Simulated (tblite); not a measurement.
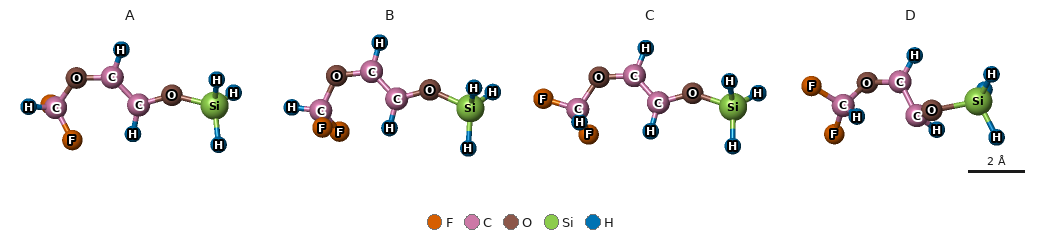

4 geometries from one relaxation of C₃H₆F₂O₂Si (charge +1, multiplicity 2), in shuffled order. The picture is a ball-and-stick view, seen at a tilt.

All numbers below come from GFN2-xTB geometry optimisation, gas phase in tblite. 

**Order the frames from highest to lowest energy.**

D, C, A, B. They are steps 0, 49, 136, 197, at +83.1 kcal/mol, +8.16 kcal/mol, +4.59 kcal/mol relative to the last. The atom that moves furthest after the best rigid fit is an F atom (2.76 Å). Largest moves by element: F 2.76 Å, H 2.15 Å, O 1.32 Å, C 0.61 Å, Si 0.53 Å. Some distances before and after: C–Si 2.501 → 2.803 Å, C–O 1.395 → 1.291 Å, C–C 1.483 → 1.382 Å, C–O 1.388 → 1.321 Å. Bond angles that change, for instance: C–O–Si 105.7° → 142.0°, C–O–C 106.7° → 121.3°, O–Si–H 110.6° → 96.9°. Groups turn about O–Si by about 95°, C–O by about 45°. After 197 geometry steps the energy has fallen by 83.1 kcal/mol.
